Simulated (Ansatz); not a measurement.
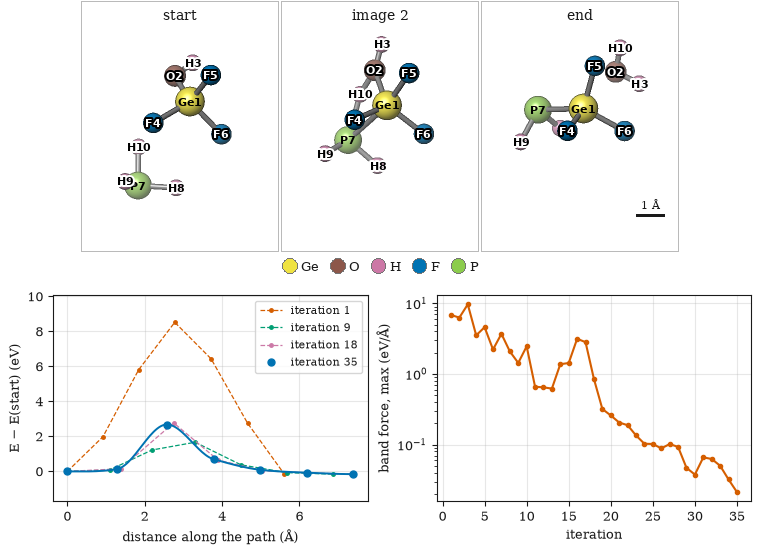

A search for the minimum-energy path of GePH$_{4}$OF$_{3}$, made up at the start of GeHOF₃ and PH3 by the nudged elastic band. Images are numbered from 0 (start) to 6 (end). The plot follows the band through its iterations. Style: ball-and-stick. Shown from a free direction.

Level of theory: RHF/def2-SVP in Ansatz 0.2.0. Run with 5 movable images; climbing image; force threshold 0.03 eV/Å; iteration limit 60; starting path by straight interpolation.

How did the profile develop, and is the result final?

The run is converged, with reservations. The band converged in 35 iterations. The largest component of the band force went from 6.9 to 0.021 eV/Å. The climbing image converged on the top of the path. Its curvatures weren't checked. The straight starting path can push atoms close together and costs iterations. The first iteration put the highest image at 8.52 eV. The energy climbs by 2.68 eV to image 2 and then falls by 2.84 eV, so the end point sits at −0.16 eV.

Limits of the set-up: the start holds two separate molecules, 3.2 Å apart at their closest, whose relative position is a soft coordinate and is computed without a dispersion correction; Hartree-Fock leaves out electron correlation.

The run took 4.2 min on 2 threads of Intel(R) Xeon(R) 6975P-C (Granite Rapids) (shared host), peak memory 0.36 GiB.
